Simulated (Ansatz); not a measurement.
# CH₃Cl₃Ge: small, medium and large basis sets

Aim: see how fast density functionals converge with the basis set for CH₃Cl₃Ge.

Program: Ansatz 0.2.0, Gaussian basis. Level of theory: one geometry, several basis sets. These are calculated values, not measurements.

The runs, in order: PBE0-D4/def2-SVP; ωB97M-V/def2-SVP; PBE0-D4/def2-QZVPP; ωB97M-V/def2-QZVPP; the functionals' def2-TZVPP values are taken from earlier runs.

## Step 1: The geometry

All runs share one geometry, relaxed beforehand with PBE0-D4 in a triple-zeta def2 set.

SMILES `[CH3][Ge]([Cl])([Cl])[Cl]`, 8 atoms, charge 0, spin multiplicity 1.

Atoms are counted from 1 here; the program's logs count them from 0.

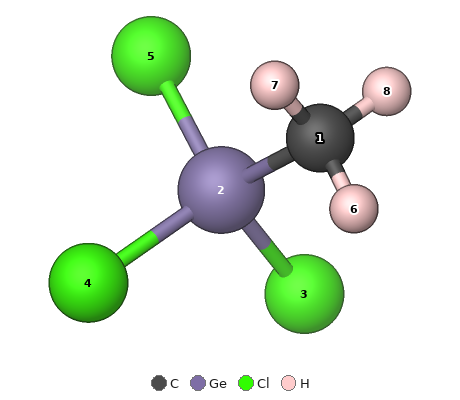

The structure; carbon dark grey, germanium purple, chlorine green, hydrogen pink; atoms are numbered from 1 in the order of the file.

## Step 2: PBE0-D4 in def2-SVP

in.yaml

```yaml
crystal:
  periodic: [false, false, false]
  atoms:
    - {symbol: C, position_ang: [-0.721670, -0.204536, 0.818488]}
    - {symbol: Ge, position_ang: [0.537254, 0.134136, -0.598816]}
    - {symbol: Cl, position_ang: [2.175548, -1.233704, -0.527280]}
    - {symbol: Cl, position_ang: [-0.380802, -0.061273, -2.516948]}
    - {symbol: Cl, position_ang: [1.341063, 2.108260, -0.468186]}
    - {symbol: H, position_ang: [-1.109015, -1.217626, 0.713603]}
    - {symbol: H, position_ang: [-1.536809, 0.515098, 0.746901]}
    - {symbol: H, position_ang: [-0.213469, -0.097354, 1.776437]}
basis:
  gaussian: {orbitals: def2-SVP}
hamiltonian: {xc: pbe0, dispersion: d4}
output: {orbitals: {seedname: orbitals}}
```

Started as:

```console
> ansatz run in.yaml --threads 4 --pin off --events-out ev --progress --plain --max-ram 10444MiB
```

After this run come: ωB97M-V in def2-SVP; PBE0-D4 in def2-QZVPP; ωB97M-V in def2-QZVPP.

Before running them: what should the planned runs give, taken together? Wanted: PBE0-D4: double and triple zeta above quadruple; ωB97M-V: double and triple zeta above quadruple.

The runs gave:

| quantity | value |
| --- | --- |
| PBE0-D4: double and triple zeta above quadruple | 23.74, 2.37 eV |
| ωB97M-V: double and triple zeta above quadruple | 23.55, 2.29 eV |

What this shows: PBE0-D4 gains 21.37 eV from double to triple zeta, then 2.37 eV more. Total energies overstate the basis error of differences, where much of it tends to cancel. The LUMO of ωB97M-V is positive and keeps falling with the basis (1.42 to 0.76 eV): an unbound level that the basis holds in place.
